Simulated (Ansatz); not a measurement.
Cost and result by functional for the surface energy of the (11-23) surface of hcp Ti in its 1x1 cell, outermost plane spacing 0.53 Å in the ideal cut, in Ansatz (plane waves, PAW). Single points on the PBE structure, on one kind of machine; costs are rough ratios of the slab run's core time (references not counted) to the cheapest single point. r2SCAN's cost holds its higher cutoff (500 against 420 eV). Differences are taken against r2SCAN for comparison alone: no measured value is at hand, so the table doesn't rank accuracy.

Model: 19-atom slab, 9.6 Å thick at the start (thin: gaps and levels are the slab's own), 8x6x1 mesh, Fermi-Dirac 0.1 eV, dipole correction, all atoms relaxed; held to the start's symmetry, so lower structures may exist; no spin, no spin-orbit, no U. These notes are the PBE run's.

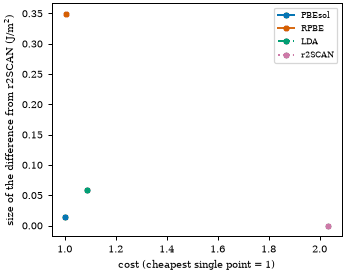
Figure. Difference from r2SCAN against cost

```csv
functional,relative cost,surface energy (J/m²),less r2SCAN (J/m²)
PBEsol,1,2.28,-0.01
RPBE,1,1.95,-0.35
LDA,1,2.36,0.06
r2SCAN,2,2.30,0.00
PBE (the relaxed run's value),–,2.09,-0.20
```

The values span 0.41 J/m², while the single points' costs differ by a factor of roughly 2. Differences are of unrounded values.

Ansatz is a program for electronic structure.
